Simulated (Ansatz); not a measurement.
The parent structure is KTaO3 in the cubic perovskite structure (space group Pm-3m, No. 221; a = 3.985 Å).

The change: a hydrostatic pressure of 10 GPa.

Level of theory: PBEsol, PAW, 420 eV (Ansatz, a first-principles code; without spin-orbit coupling).

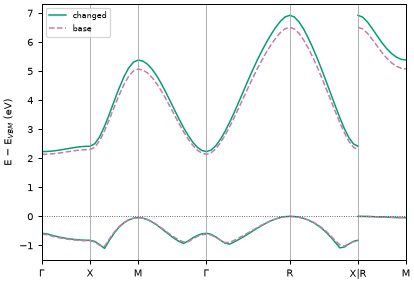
*Highest valence and lowest conduction band along the path, each from its own valence-band maximum*

The gap is 2.23 eV, indirect, R → Γ; the base has 2.14 eV.

With Ta present, leaving out spin-orbit coupling can change the band edges. Load acts through the strain it causes; cell and atoms are relaxed under it. Whether these cells are dynamically stable was not tested. Competing high-pressure phases were not computed.
